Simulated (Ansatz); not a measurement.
# Run report: BH3OF, geometry relaxation (part 1 of 2)

BH3OF, multiplicity 2, computed with UKS revPBE-D4/def2-SVP (Ansatz 0.2.0).

It belongs to a series of runs on one base structure; here: end point A relaxed. Figures and captions count atoms from 1; the log counts them from 0 in places.

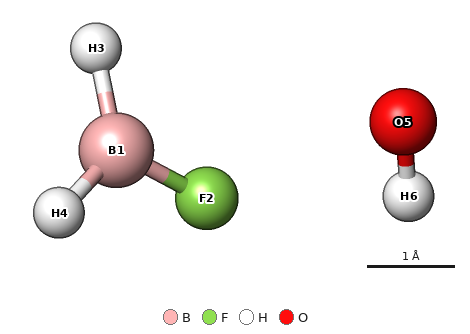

*The starting structure (ball-and-stick view, seen at a tilt; atoms are numbered from 1 in the order of the input).*

Bond lengths as drawn: B–F 1.33 Å, B–H 1.22 Å and H–O 0.99 Å.

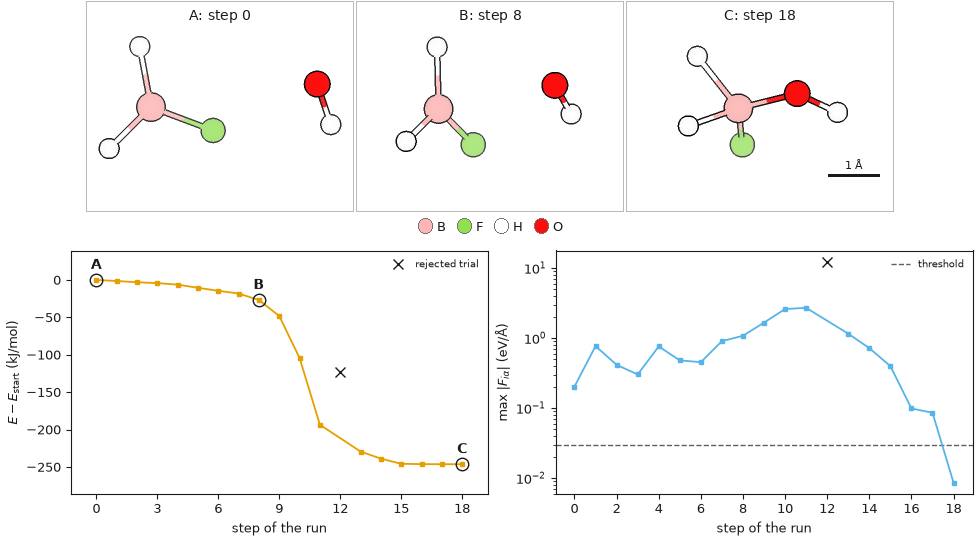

*Frames of the relaxation (ball-and-stick view, seen on its broad side) above the curves, on which the letters mark them (the first geometry is step 0 here and step 1 in the log).*

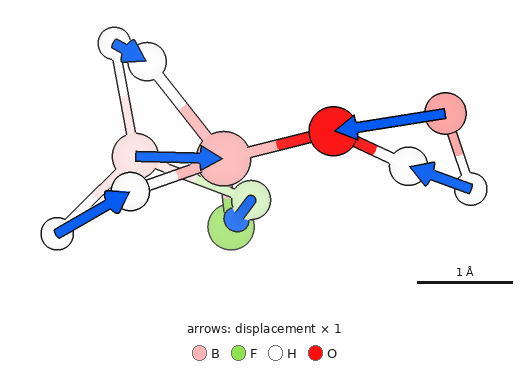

*Start (faint) and end (solid) with the displacements as blue arrows, at true length (ball-and-stick view, seen on its broad side). The two geometries are laid on each other by the best rigid fit.*

After 18 geometry steps the energy has fallen by 246.3 kJ/mol. Largest force component: 0.2 eV/Å at the start, 0.0086 eV/Å at the end. The line search rejected the trial step at point 12 (counted from 0) and went back. O5 moves most after the best rigid fit: 1.20 Å. Largest moves by element: O 1.20 Å, H 0.99 Å, B 0.93 Å, F 0.91 Å. Among the contacts that change: B1–O5 3.366 → 1.394 Å, B1–H3 1.220 → 1.302 Å, B1–F2 1.333 → 1.369 Å, O5–H6 0.991 → 0.977 Å. New bonds form: B1–O5 (3.37 → 1.39 Å). Among the angles that change: H3–B1–H4 124.8° → 76.4°, F2–B1–H3 118.2° → 114.6°, F2–B1–H4 117.0° → 114.6°. (Atoms are counted from 1 in the order of the input.)

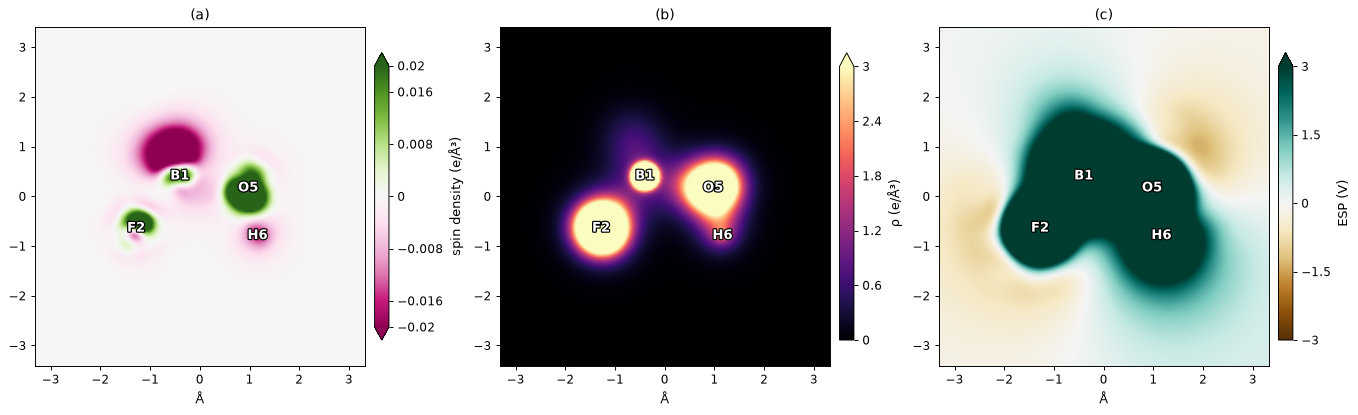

*(a) spin density (α minus β); (b) electron density; (c) electrostatic potential on the plane of atoms B1, O5 and H6.*

Atoms in the plane: B, F, O and H. B–O (1.39 Å): ρ is about 2 e/Å³ halfway. O–H (0.98 Å): ρ is about 3.6 e/Å³ halfway, with its minimum of 2.3 e/Å³ about 0.8 Å from O. The unpaired spin (1 electron) lies mostly on H3 (about 0.3), H4 (about 0.3), B1 (about 0.2) and O5 (about 0.2), in electrons by Hirshfeld's partition.

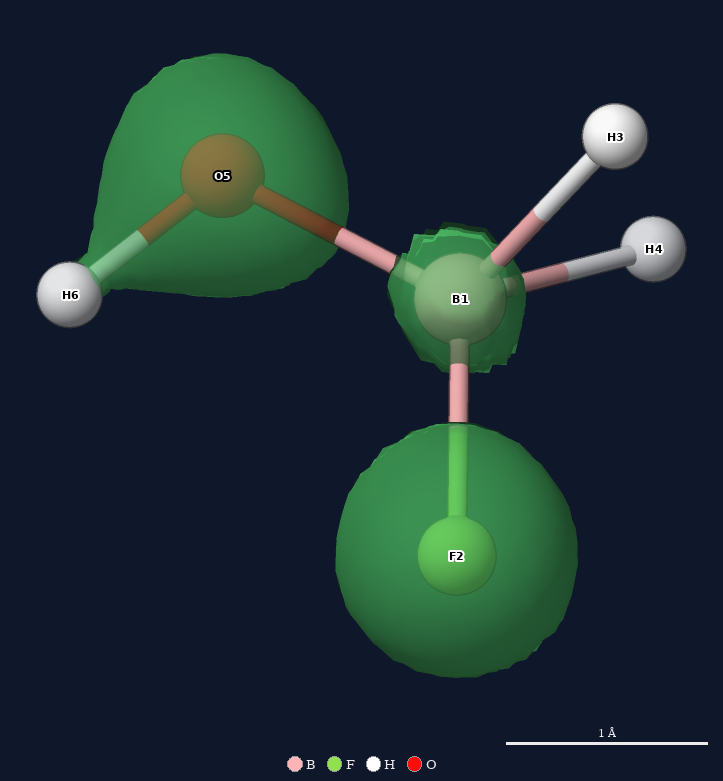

*Isosurface of the electron density at 2 e/Å³ (green), seen at a tilt.*

At this value the surface falls into three separate pieces. It is pinched off along the B–F (1.37 Å), B–O (1.39 Å) and B–H (1.30 Å) contacts. On the grid the lowest density along these lines, outside the cores, is 1.2 e/Å³ (B–F, 1.37 Å), 1.4 e/Å³ (B–O, 1.39 Å), 2.3 e/Å³ (O–H, 0.98 Å) and 0.88 e/Å³ (B–H, 1.30 Å).

These pictures come from the run below.

### Input file
```yaml
crystal:
  periodic: [false, false, false]
  atoms:
    - { symbol: B, position_ang: [-0.066745, -0.050776, -0.013249] }
    - { symbol: F, position_ang: [-0.404889, -0.669994, 1.117611] }
    - { symbol: H, position_ang: [1.114112, 0.183955, -0.211319] }
    - { symbol: H, position_ang: [-0.97166, 0.226567, -0.78613] }
    - { symbol: O, position_ang: [0.208398, 0.141835, 3.3355] }
    - { symbol: H, position_ang: [-0.393617, -0.632686, 3.474687] }
magnetization:
  spin_polarized: true
  initial_magnetization: 1
basis:
  gaussian: { orbitals: def2-SVP }
hamiltonian:
  xc: revpbe
  dispersion: d4
relax:
  f_tol: 0.03
  max_steps: 50
output:
  orbitals: {}
```

Launch command:
```bash
ansatz run input.yaml --threads 1 --pin off --max-ram 2048MiB --backend cpu --events-out ev --progress --plain --runs-dir out
```

### What the program printed
```
The last accepted step is kept in [file] (removed where the run ends without a failure and the disk answers)
Engine: ansatz 0.2.0, x86_64-unknown-linux-gnu
Functional definition: revPBE
  parameter kappa = 1.245
  parameter beta = 0.06672455060314922
  exchange = pbe_x(kappa = kappa, mu = beta*pi^2/3)
  correlation = pbe_c(beta = beta)
619 factors; their error is unknown
mean field evaluation 1: about -5478.6647 eV, gradient 2.4e1 eV
mean field evaluation 2: about -5476.7341 eV, gradient 3.5e1 eV
mean field evaluation 4: about -5481.0469 eV, gradient 3.0e0 eV
mean field evaluation 8: about -5481.0762 eV, gradient 1.9e-2 eV
mean field evaluation 16: about -5481.0532 eV, gradient 3.2e-4 eV
mean field evaluation 32: about -5480.9386 eV, gradient 4.0e0 eV
mean field -5481.05317978 eV, -201.4249891658 hartree, gradient 5.0e-6 eV, S^2 0.751707; 3 other end points of the search recorded, 0 dependent functions left out
the calculation of the forces begins
reference -5481.05321546 eV, -201.4249904768 hartree; 13, 12 occupied and 44, 45 virtual orbitals, 619 factors
relax step   1: F+E_penalty+E_count = -5481.20066155 eV  Δ(F+E_penalty+E_count) = +0.000e0 eV  max|allowed force component| = 2.030e-1 eV/Å  Δτ_max = 0.0000 Å  (87 SCF iters, accepted)
these checks for a lower state are left out or cut short: starts, cluster_reference, orbital_swaps, neighbouring_geometries, increment
619 factors; their error is unknown
mean field -5481.07294357 eV, -201.4257154714 hartree, gradient 7.4e-8 eV, S^2 0.751713; 0 other end points of the search recorded, 0 dependent functions left out
[... from here on the field's lines of each further geometry are left out, up to the last ...]
relax step   2: F+E_penalty+E_count = -5481.21493593 eV  Δ(F+E_penalty+E_count) = -1.427e-2 eV  max|allowed force component| = 7.675e-1 eV/Å  Δτ_max = 0.1663 Å  (89 SCF iters, accepted)
relax step   3: F+E_penalty+E_count = -5481.23208931 eV  Δ(F+E_penalty+E_count) = -1.715e-2 eV  max|allowed force component| = 4.149e-1 eV/Å  Δτ_max = 0.0381 Å  (78 SCF iters, accepted)
relax step   4: F+E_penalty+E_count = -5481.24431286 eV  Δ(F+E_penalty+E_count) = -1.222e-2 eV  max|allowed force component| = 3.019e-1 eV/Å  Δτ_max = 0.0911 Å  (55 SCF iters, accepted)
relax step   5: F+E_penalty+E_count = -5481.26474602 eV  Δ(F+E_penalty+E_count) = -2.043e-2 eV  max|allowed force component| = 7.595e-1 eV/Å  Δτ_max = 0.1901 Å  (97 SCF iters, accepted)
relax step   6: F+E_penalty+E_count = -5481.30918472 eV  Δ(F+E_penalty+E_count) = -4.444e-2 eV  max|allowed force component| = 4.803e-1 eV/Å  Δτ_max = 0.1470 Å  (89 SCF iters, accepted)
relax step   7: F+E_penalty+E_count = -5481.35080466 eV  Δ(F+E_penalty+E_count) = -4.162e-2 eV  max|allowed force component| = 4.524e-1 eV/Å  Δτ_max = 0.1957 Å  (52 SCF iters, accepted)
relax step   8: F+E_penalty+E_count = -5481.38853282 eV  Δ(F+E_penalty+E_count) = -3.773e-2 eV  max|allowed force component| = 9.050e-1 eV/Å  Δτ_max = 0.1962 Å  (52 SCF iters, accepted)
relax step   9: F+E_penalty+E_count = -5481.47848323 eV  Δ(F+E_penalty+E_count) = -8.995e-2 eV  max|allowed force component| = 1.078e0 eV/Å  Δτ_max = 0.1951 Å  (45 SCF iters, accepted)
relax step  10: F+E_penalty+E_count = -5481.69985077 eV  Δ(F+E_penalty+E_count) = -2.214e-1 eV  max|allowed force component| = 1.663e0 eV/Å  Δτ_max = 0.1941 Å  (40 SCF iters, accepted)
relax step  11: F+E_penalty+E_count = -5482.28207191 eV  Δ(F+E_penalty+E_count) = -5.822e-1 eV  max|allowed force component| = 2.601e0 eV/Å  Δτ_max = 0.1971 Å  (36 SCF iters, accepted)
relax step  12: F+E_penalty+E_count = -5483.20631746 eV  Δ(F+E_penalty+E_count) = -9.242e-1 eV  max|allowed force component| = 2.708e0 eV/Å  Δτ_max = 0.1948 Å  (37 SCF iters, accepted)
relax step  13: F+E_penalty+E_count = -5482.47193066 eV  Δ(F+E_penalty+E_count) = +7.344e-1 eV  max|allowed force component| = 1.240e1 eV/Å  Δτ_max = 0.1984 Å  (36 SCF iters, rejected (line search))
relax step  14: F+E_penalty+E_count = -5483.57765591 eV  Δ(F+E_penalty+E_count) = -3.713e-1 eV  max|allowed force component| = 1.155e0 eV/Å  Δτ_max = 0.0966 Å  (32 SCF iters, accepted)
relax step  15: F+E_penalty+E_count = -5483.67568572 eV  Δ(F+E_penalty+E_count) = -9.803e-2 eV  max|allowed force component| = 7.191e-1 eV/Å  Δτ_max = 0.1000 Å  (31 SCF iters, accepted)
relax step  16: F+E_penalty+E_count = -5483.74767241 eV  Δ(F+E_penalty+E_count) = -7.199e-2 eV  max|allowed force component| = 3.974e-1 eV/Å  Δτ_max = 0.1461 Å  (30 SCF iters, accepted)
relax step  17: F+E_penalty+E_count = -5483.75200916 eV  Δ(F+E_penalty+E_count) = -4.337e-3 eV  max|allowed force component| = 9.874e-2 eV/Å  Δτ_max = 0.0137 Å  (29 SCF iters, accepted)
relax step  18: F+E_penalty+E_count = -5483.75304344 eV  Δ(F+E_penalty+E_count) = -1.034e-3 eV  max|allowed force component| = 8.570e-2 eV/Å  Δτ_max = 0.0261 Å  (28 SCF iters, accepted)
the calculation of the forces begins
reference -5483.55064033 eV, -201.5167691479 hartree; 13, 12 occupied and 44, 45 virtual orbitals, 619 factors
relax step  19: F+E_penalty+E_count = -5483.75356760 eV  Δ(F+E_penalty+E_count) = -5.242e-4 eV  max|allowed force component| = 8.594e-3 eV/Å  Δτ_max = 0.0057 Å  (30 SCF iters, accepted)
619 factors; their error is unknown
mean field evaluation 256: about -5483.5506 eV, gradient 1.2e-4 eV
mean field -5483.55060728 eV, -201.5167679334 hartree, gradient 1.8e-5 eV, S^2 0.752622; 1 other end points of the search recorded, 0 dependent functions left out
the calculation of the forces begins
reference -5483.55064033 eV, -201.5167691479 hartree; 13, 12 occupied and 44, 45 virtual orbitals, 619 factors
Total energy: -5483.75360064 eV, -201.5242278019 hartree
Atom 0 at    -0.083613    -0.182273     0.904149 Å, force    -0.001087    -0.004066     0.001374 eV/Å
Atom 1 at    -0.437755    -1.488983     0.701509 Å, force     0.001828     0.007011     0.003014 eV/Å
Atom 2 at     0.914693     0.226861     0.175969 Å, force     0.002502    -0.000791    -0.002926 eV/Å
Atom 3 at    -0.631606     0.661029     0.077833 Å, force    -0.002151     0.000855    -0.003158 eV/Å
Atom 4 at    -0.021415     0.331462     2.198374 Å, force    -0.003037    -0.007872     0.008594 eV/Å
Atom 5 at    -0.254706    -0.349195     2.859267 Å, force     0.001945     0.004863    -0.006898 eV/Å
Dipole moment:    -0.007514     0.012252     0.171493 e Å
```
